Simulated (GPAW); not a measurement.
Consider PbO (Litharge, P4/nmm).

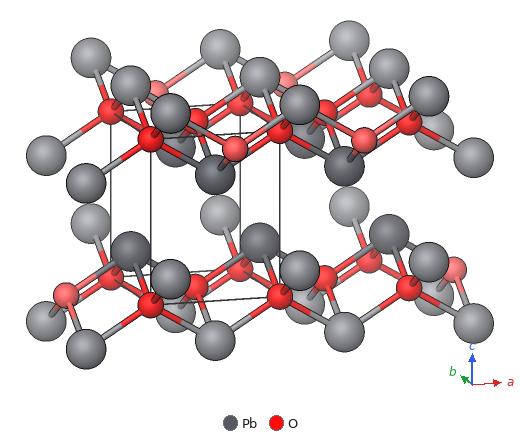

The structure (lead dark grey, oxygen red). 2×1×1 cells are drawn. Some periodic images of atoms are drawn too.

```xyz
4
Lattice="3.9900 0.0000 0.0000 0.0000 3.9900 0.0000 0.0000 0.0000 5.0100" Properties=species:S:1:pos:R:3 pbc="T T T"
Pb    1.9950    0.0000    3.8076
Pb    0.0000    1.9950    1.2024
O     1.9950    1.9950    0.0000
O     0.0000    0.0000    0.0000
```

Absorber: atom 3, with 4 Pb at 2.33 Å (tetrahedral, site symmetry -4m2). Method: GPAW, LDA, full core hole (charged cell), 8-atom cell with 5.6 Å between holes, 5×5×5 k points, dipole transitions, Gaussian full width 0.9 eV up to 4 eV, rising linearly to 3.5 eV at 25 eV, without spin-orbit coupling.

The database entry behind the starting cell differs from later determinations by our own check (an axis about 0.4 % long against later determinations), so it need not match the best structure at ambient conditions.

**Question.** Where do the maxima of the O K edge fall?

Main maxima up to 24 eV above the zero (height): 1.7 eV (2.43), 4.3 eV (1.72), 5.6 eV (2.20) and 15.0 eV (1.38). A K edge sees empty p states on the absorber. The total-energy difference plus the lowest empty eigenvalue puts the zero at 533.31 eV. One term is added: -8.83 eV, since the hole is spin-paired here and a spin-polarised one costs that much less in the free atom (computed apart). The photon energy is then 524.48 eV. The functional and the charged cell's background leave an error in such absolute values: in the free atom LDA prices this hole 4.1 eV below PBE (computed apart), and PBE is itself good to a few eV.

The O K spectrum (energy from the lowest empty level; intensity scaled to a mean of 1 over the first 20 eV; polarised curves are means over the symmetry-equivalent atoms):

```csv
E (eV),isotropic,ε ⊥ c,ε ∥ c
-2.0,0.00,0.00,0.00
-0.5,0.00,0.00,0.00
1.0,1.11,1.01,1.32
2.5,1.27,1.41,0.98
4.0,1.57,1.72,1.28
5.5,2.17,2.05,2.39
7.0,0.60,0.67,0.47
8.5,0.37,0.39,0.31
10.0,0.38,0.46,0.24
11.5,0.86,0.94,0.69
13.0,0.96,0.99,0.91
14.5,1.33,1.36,1.25
16.0,1.21,1.10,1.42
17.5,0.69,0.62,0.83
19.0,0.52,0.50,0.57
20.5,0.66,0.61,0.78
22.0,0.75,0.66,0.94
23.5,0.84,0.72,1.10
25.0,0.95,0.90,1.06
26.5,1.12,1.20,0.97
28.0,1.22,1.34,0.98
29.5,1.09,1.21,0.86
31.0,0.91,1.02,0.68
```

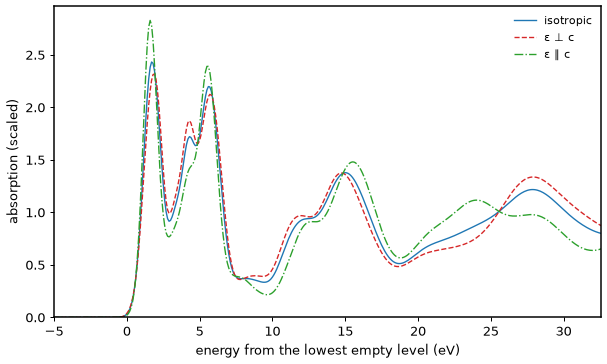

The O K edge.

The holes are only 5.6 Å apart, so the shape is probably not converged with cell size; no larger cell was run here. The mesh is coarse (0.26 Å⁻¹ between points), so small maxima may be mesh ripples. The structure is a published determination, not relaxed.

[Banner, clock and machine lines of the logs are left out without a mark of their own.]

[Logs are printed without paths, hosts, clocks, repeated set-up lines and the standing remarks that a program may print on its own settings, such as how far it seeks lower states.]

[Hosts, paths, dates, database ids (printed as entryN), source tags and the programs' standing remarks are cut or masked in the printed files.]

[Lists of maxima count a maximum above −3 eV only where it reaches 4 % of the highest in the window and stands out from its surroundings by 2 % of it (1.5 % where it reaches 55 %); shoulders and weaker maxima are passed over, and of the rest the first, up to two pre-edge ones and the few strongest are named.]
